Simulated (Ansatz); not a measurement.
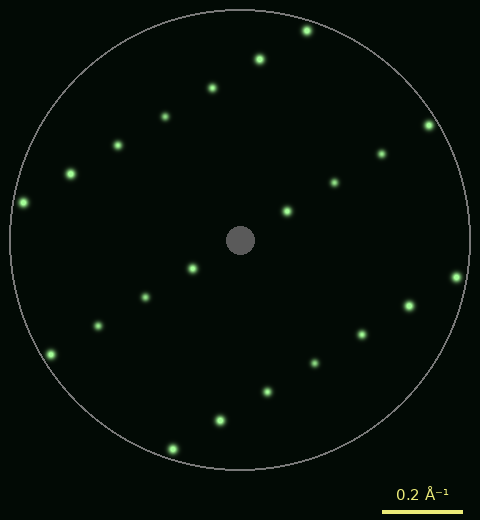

Simulated LEED pattern at 75 eV and normal incidence, from the upper face of a slab model. Spot positions follow from the surface net; brightness is a rough single-scattering estimate from the outer layers, good only for telling present from absent.

Find the real-space surface cell from the pattern.

Answer. The spots form a rectangular reciprocal net with shortest vectors 0.138 and 0.361 Å⁻¹ at 90.0°. The primitive real-space mesh has edges 2.77 and 7.23 Å at 90.0° (or its supplement) and area 20.0 Å².

The slab has composition ZrH2 (3 atoms a cell, 0.0 Å thick). Structure: the end point of a relaxation with DFT PBE, scalar-relativistic, plane waves, PAW in Ansatz; the starting structure was generated, so it need not be a known form of this composition.

```
Zr H
1.0
     2.76922    0.00000    0.00000
     0.00000    7.22560    0.00000
     0.00000    0.00000   23.80000
Zr H
1 2
Direct
  0.00000 0.00000 0.29412
  0.50000 0.20682 0.29412
  0.50000 0.79318 0.29412
```

Which atoms form the outermost layer?

Answer. The highest atoms of the upper face (within 0.6 Å of the top) are H, Zr; the spot positions alone do not show this.
